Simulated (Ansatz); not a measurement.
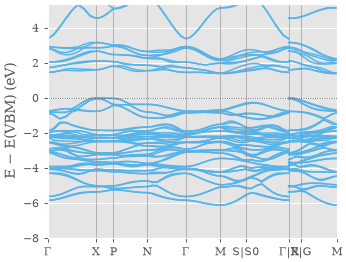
*Band structure from the program Ansatz at the r²SCAN+D4 with spin–orbit coupling level (PAW)*

Q: Read off the gap and where the band edges lie.

A: About 1.4 eV (1.37 eV by a search for the band edges); maximum at X, minimum on the M–S line, 17 % of the way from M.

The material is Cu$_{2}$WSe$_{4}$ in space group I-42m (No. 121; Cu on 4c, W on 2a, Se on 8i).

The first step of the workflow began from a Materials Project structure, measured or hypothetical; the Crystallography Open Database copy checked does not list it. Its standing as an ambient phase is unchecked. Symmetry was held in the r²SCAN+D4 relaxation; its stability against distortions is not shown here. No spin polarisation was allowed.

Potentials: the later of the program's two PAW sets.
